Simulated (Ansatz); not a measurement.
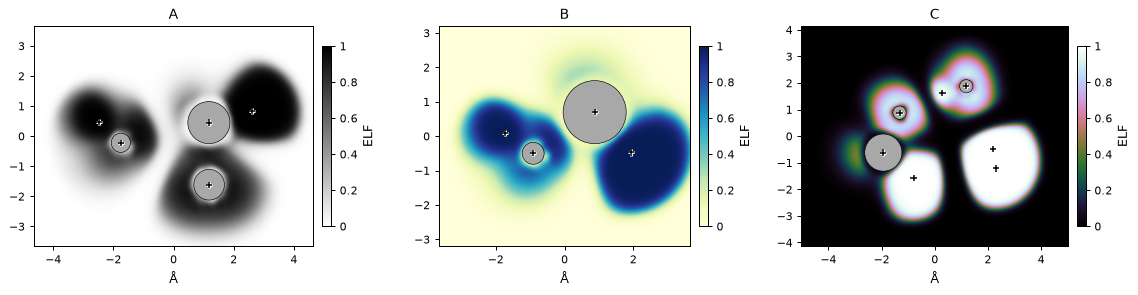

The ELF of 3 systems, each on a plane through atoms (crosses mark nuclei in the plane; grey discs cover the cores).

The calculation used RKS PBE0-D4/def2-TZVPP (Ansatz 0.2.0).

System 1: GaH6N, the plane of atoms Ga1, N6 and H5. The reactant side of a reaction path; geometry: PBE0-D4/def2-TZVP.

```
atom    x (Å)    y (Å)    z (Å)
  Ga  -0.7625   0.2466  -0.7887
   H  -0.1257  -0.5690  -1.9847
   H  -0.5906   1.8187  -0.7888
   H  -2.0358  -0.3600  -0.0727
   H   1.6168   0.0937   0.4405
   N   0.6965  -0.2252   0.7204
   H   0.7411  -1.2258   0.8748
   H   0.4600   0.2210   1.5990
```

System 2: FH3Si···H2···HF, the plane of atoms H3, Si1 and F7. The product side of a reaction path; geometry: PBE0-D4/def2-TZVP.

```xyz
9

Si   -1.1551    0.0070   -1.1281
H     0.8187   -1.5625    2.3213
H    -1.1099   -1.0120   -0.0585
H    -0.9726   -0.5969   -2.4656
H    -2.3932    0.8132   -1.0622
H     1.4372    1.1699    0.2583
F     0.0857    1.0189   -0.8882
H     1.2032   -0.9597    2.1032
F     2.0860    1.1223    0.9200
```

System 3: ClH3Si···NH3, the plane of atoms Cl2, Si1 and H3. The reactant side of a reaction path; geometry: PBE0-D4/def2-TZVP.

```xyz
9

Si   -1.1122    0.1158   -0.9275
Cl    0.6087    0.0531   -2.0679
H    -2.2126    0.2334   -1.9211
H    -1.1271    1.3181   -0.0699
H    -1.2905   -1.1459   -0.1808
H     1.5517   -0.9642    0.9048
N     1.0460   -0.1210    1.1482
H     1.6673    0.6586    0.9691
H     0.8687   -0.1479    2.1450
```

Which map belongs to which system?

Answer. Panel A is system 3, ClH3Si···NH3: the plane holds Si, Cl, H and N. Si1···N7 (3.00 Å): the ELF is about 0.10 at the midpoint. Panel B is system 1, GaH6N: the plane holds Ga, H and N. Ga–N (2.15 Å): the ELF peaks at about 0.95 in the valence shell of N, 0.6 Å from its nucleus, and is about 0.30 at the midpoint. Panel C is system 2, FH3Si···H2···HF: the plane holds Si, H and F. F7···H6 (1.78 Å): the ELF dips to about 0.10 between them (by its geometry a hydrogen bond between the two molecules, with no shared pair).
